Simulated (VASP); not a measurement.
Energy against volume of GaSb (zinc blende). These are AM05 GGA, VASP's PBE PAW potentials (set 64) (plane waves; VASP) values and carry that method's errors.

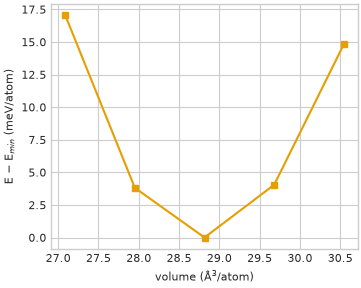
Energy against volume

Problem. Estimate the equilibrium volume and the bulk modulus.

Solution. The minimum lies near 28.8 Å³/atom, and the curvature gives B0 of about 49 GPa.

Measured: bulk modulus 57.0 GPa (computed value off by -13.8 %), as given by Cormac Toher et al., Physical Review Materials (2017), arXiv:1611.05714; a 6.096 Å at 300 K (computed value off by +0.5 %), as given by I. Vurgaftman et al., Journal of Applied Physics (2001), doi:10.1063/1.1368156. The calculation is for a static lattice, while the measured bulk modulus, a hold thermal and zero-point effects, which are part of the difference.

The compound is GaSb in the zinc blende structure. It was relaxed first.
